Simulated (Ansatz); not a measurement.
# AlS (quartet): SPW92, PBE over a scan of the distance Al1–S2, 6-31G, part 2 of 2

Ansatz 0.2.0, Gaussian basis; 6-31G, all electrons in the functionals. The steps go on from the part before.

### 19 PBE, 3.552 Å

Contents of in.yaml:

```yaml
crystal:
  periodic: [false, false, false]
  atoms:
    - {symbol: Al, position_ang: [0.000000, 0.000000, 0.000000]}
    - {symbol: S, position_ang: [0.000000, 0.000000, 3.552000]}
basis:
  gaussian: {orbitals: 6-31G}
magnetization: {spin_polarized: true, initial_magnetization: 3}
hamiltonian: {xc: {name: PBE}}
output: {orbitals: {seedname: orbitals}}
```

On the command line:

```sh
> ansatz run in.yaml --threads 1 --pin off --events-out ev --progress --plain --max-ram 2393MiB
```

The program printed, shortened:

```text
Functional definition: PBE
  name "PBE"
  cite "Perdew, Burke & Ernzerhof, Phys. Rev. Lett. 77, 3865 (1996) doi:10.1103/PhysRevLett.77.3865"
  parent pbe
[...]
278 factors; integrals over basis functions are off by at most 1.4e-4 eV
[...]
mean field -17418.47342249 eV, -640.1170916112 hartree, gradient 9.6e-6 eV, S^2 3.751732; 17 other end points of the search recorded, 0 dependent functions left out
reference -17418.47345621 eV, -640.1170928503 hartree; 16, 13 occupied and 10, 13 virtual orbitals, 278 factors
Total energy: -17418.47345621 eV, -640.1170928503 hartree
```

It took 4.2 s on 1 thread of INTEL XEON PLATINUM 8581C at 2.30GHz, shared host.

From the report: ⟨S²⟩ of the determinant 3.752 (pure quartet: 3.75).

From 2.241 Å: +69.2 kJ/mol.

### 20 PBE, 4.130 Å

in.yaml, as its differences from that of step 19:

```diff
@@ -4,3 +4,3 @@
     - {symbol: Al, position_ang: [0.000000, 0.000000, 0.000000]}
-    - {symbol: S, position_ang: [0.000000, 0.000000, 3.552000]}
+    - {symbol: S, position_ang: [0.000000, 0.000000, 4.130000]}
 basis:
```

Same command.

The program printed, shortened:

```text
Functional definition: PBE
  name "PBE"
  cite "Perdew, Burke & Ernzerhof, Phys. Rev. Lett. 77, 3865 (1996) doi:10.1103/PhysRevLett.77.3865"
  parent pbe
[...]
278 factors; integrals over basis functions are off by at most 1.6e-4 eV
[...]
mean field -17418.39272385 eV, -640.1141259910 hartree, gradient 2.5e-6 eV, S^2 3.750993; 16 other end points of the search recorded, 0 dependent functions left out
reference -17418.39275793 eV, -640.1141272434 hartree; 16, 13 occupied and 10, 13 virtual orbitals, 278 factors
Total energy: -17418.39275793 eV, -640.1141272434 hartree
```

Wall time 3.6 s (1 thread of INTEL XEON PLATINUM 8581C at 2.30GHz, shared host).

From the report: ⟨S²⟩ of the determinant 3.751 (pure quartet: 3.75).

From 2.241 Å: +76.9 kJ/mol.

### 21 PBE, 5.003 Å

in.yaml, as its differences from that of step 20:

```diff
@@ -4,3 +4,3 @@
     - {symbol: Al, position_ang: [0.000000, 0.000000, 0.000000]}
-    - {symbol: S, position_ang: [0.000000, 0.000000, 4.130000]}
+    - {symbol: S, position_ang: [0.000000, 0.000000, 5.003000]}
 basis:
```

Launched as before.

The program printed, shortened:

```text
Functional definition: PBE
  name "PBE"
  cite "Perdew, Burke & Ernzerhof, Phys. Rev. Lett. 77, 3865 (1996) doi:10.1103/PhysRevLett.77.3865"
  parent pbe
[...]
278 factors; integrals over basis functions are off by at most 3.8e-4 eV
[...]
mean field -17418.34186513 eV, -640.1122569674 hartree, gradient 8.4e-6 eV, S^2 3.750616; 12 other end points of the search recorded, 0 dependent functions left out
reference -17418.34190216 eV, -640.1122583282 hartree; 16, 13 occupied and 10, 13 virtual orbitals, 278 factors
Total energy: -17418.34190216 eV, -640.1122583282 hartree
```

Wall time 6 s (1 thread of INTEL XEON PLATINUM 8581C at 2.30GHz, shared host).

From the report: ⟨S²⟩ of the determinant 3.751 (pure quartet: 3.75).

From 2.241 Å: +81.9 kJ/mol.

### 22 PBE, 5.994 Å

in.yaml, as its differences from that of step 21:

```diff
@@ -4,3 +4,3 @@
     - {symbol: Al, position_ang: [0.000000, 0.000000, 0.000000]}
-    - {symbol: S, position_ang: [0.000000, 0.000000, 5.003000]}
+    - {symbol: S, position_ang: [0.000000, 0.000000, 5.994000]}
 basis:
```

The command is unchanged.

The program printed, shortened:

```text
Functional definition: PBE
  name "PBE"
  cite "Perdew, Burke & Ernzerhof, Phys. Rev. Lett. 77, 3865 (1996) doi:10.1103/PhysRevLett.77.3865"
  parent pbe
[...]
278 factors; integrals over basis functions are off by at most 3.5e-4 eV
[...]
mean field -17418.31927538 eV, -640.1114268094 hartree, gradient 1.7e-6 eV, S^2 3.750445; 20 other end points of the search recorded, 0 dependent functions left out
reference -17418.31931495 eV, -640.1114282635 hartree; 16, 13 occupied and 10, 13 virtual orbitals, 278 factors
Total energy: -17418.31931495 eV, -640.1114282635 hartree
```

Run time: 13 s. Hardware: 1 thread of INTEL XEON PLATINUM 8581C at 2.30GHz, shared host.

From the report: ⟨S²⟩ of the determinant 3.750 (pure quartet: 3.75).

From 2.241 Å: +84.0 kJ/mol.

### 23 PBE, 7.773 Å

in.yaml, as its differences from that of step 22:

```diff
@@ -4,3 +4,3 @@
     - {symbol: Al, position_ang: [0.000000, 0.000000, 0.000000]}
-    - {symbol: S, position_ang: [0.000000, 0.000000, 5.994000]}
+    - {symbol: S, position_ang: [0.000000, 0.000000, 7.773000]}
 basis:
```

Same command.

The program printed, shortened:

```text
Functional definition: PBE
  name "PBE"
  cite "Perdew, Burke & Ernzerhof, Phys. Rev. Lett. 77, 3865 (1996) doi:10.1103/PhysRevLett.77.3865"
  parent pbe
[...]
278 factors; integrals over basis functions are off by at most 2.1e-4 eV
[...]
mean field -17418.31058062 eV, -640.1111072828 hartree, gradient 6.5e-6 eV, S^2 3.750407; 17 other end points of the search recorded, 0 dependent functions left out
reference -17418.31062660 eV, -640.1111089727 hartree; 16, 13 occupied and 10, 13 virtual orbitals, 278 factors
Total energy: -17418.31062660 eV, -640.1111089727 hartree
```

Run time: 9 s. Hardware: 1 thread of INTEL XEON PLATINUM 8581C at 2.30GHz, shared host.

From the report: ⟨S²⟩ of the determinant 3.750 (pure quartet: 3.75).

From 2.241 Å: +84.9 kJ/mol.

### 24 Against the wave-function levels

The yardstick is full CI for this spin, exact in this basis with these frozen cores. It and the other wave-function rows come from earlier runs at the same points. Energies in kJ/mol, counted from 2.241 Å; blanks weren't run or aren't comparable.

```
           level  1.788 Å  2.012 Å  2.241 Å  2.432 Å  2.771 Å  3.112 Å  3.552 Å  4.130 Å  5.003 Å  5.994 Å  7.773 Å
             FCI    319.8     79.6      0.0     -9.3     13.0     29.8     32.6     31.1     33.2     34.9     35.9
           SPW92    291.8     69.6      0.0     -4.0     28.8     64.6     91.2    105.0    113.1    115.9    116.9
             PBE    307.4     76.0      0.0     -8.1     19.0     49.3     69.2     76.9     81.9     84.0     84.9
             ROHF    309.8     73.3      0.0     -1.1     25.8     14.1      0.9     -2.5     -1.8     -0.9     -0.3
             UHF    311.6     74.9      0.0     -5.8      9.7     11.3      3.2      0.2      1.1      2.1      2.6
            RMP2    320.2     79.1      0.0     -7.6     26.3     30.8     24.1     22.1     23.8     25.1     25.8
            UMP2    320.3     79.2      0.0     -7.2     19.6     28.9     24.2     22.2     24.0     25.3     26.0
           RCCSD    321.0     80.4      0.0    -10.6              16.7     15.1     13.4     15.3     16.8     17.5
        RCCSD(T)    319.3     79.6      0.0    -10.0              21.9     21.0     19.5     21.6     23.1     23.8
        UCCSD(T)    319.2     79.5      0.0     -9.9      8.9     21.8     21.0     19.4     21.5     23.0     23.7
       RCCSDT(Q)    319.8     79.6      0.0     -9.2              30.1     32.8     31.3     33.5     35.3     36.1
       UCCSDT(Q)    319.9     79.6      0.0     -9.2     13.3     30.2     33.0     31.4     33.6     35.4     36.2
  CASSCF valence    318.2     78.4      0.0     -8.1     14.7              16.3     12.9                           
  NEVPT2 valence    319.0     78.8      0.0     -8.2     17.0              36.0     34.1                           
MRCISD+Q valence    319.7     79.5      0.0     -9.2     13.2              32.9     31.2
```

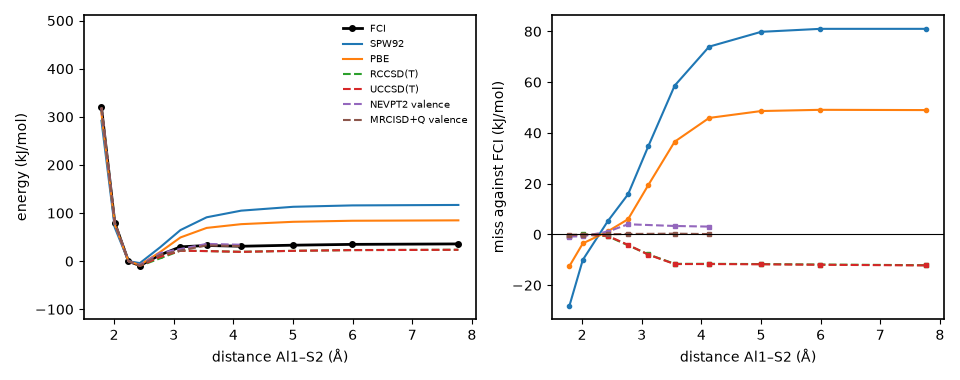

Left: the curves (the axis may cut off levels that run far away). Right: misses against FCI, in the same colours.

Largest miss and mean time a point (FCI took 26 s a point; shared hosts):

```csv
level,largest miss (kJ/mol),where,time a point
SPW92,+81.0,7.773 Å,2 s
PBE,+49.1,5.994 Å,4.7 s
ROHF,-36.2,7.773 Å,
UHF,-33.3,7.773 Å,
RMP2,+13.3,2.771 Å,
UMP2,-9.9,7.773 Å,
RCCSD,-18.4,7.773 Å,
RCCSD(T),-12.1,7.773 Å,1.8 s
UCCSD(T),-12.2,7.773 Å,2.1 s
RCCSDT(Q),+0.3,5.994 Å,4.2 s
UCCSDT(Q),+0.5,5.994 Å,4.4 s
CASSCF valence,-18.1,4.130 Å,
NEVPT2 valence,+4.0,2.771 Å,1.7 s
MRCISD+Q valence,+0.3,3.552 Å,2.3 s
```

### 25 Summary of results

This closing draws on all 2 parts.

| quantity | value |
| --- | --- |
| span of the FCI curve | 329.1 kJ/mol |
| largest miss, SPW92 | +81.0 kJ/mol (7.773 Å) |
| largest miss, PBE | +49.1 kJ/mol (5.994 Å) |
| largest miss, RCCSD(T) | -12.1 kJ/mol (7.773 Å) |
| largest miss, UCCSD(T) | -12.2 kJ/mol (7.773 Å) |

What this shows: Of the functionals, PBE keep the smallest largest miss at the points compared (at most 49.1 kJ/mol) and SPW92 strays most (81.0 kJ/mol, at 7.773 Å). Functionals and the yardstick converge differently with the basis, so part of each miss in 6-31G is the basis.
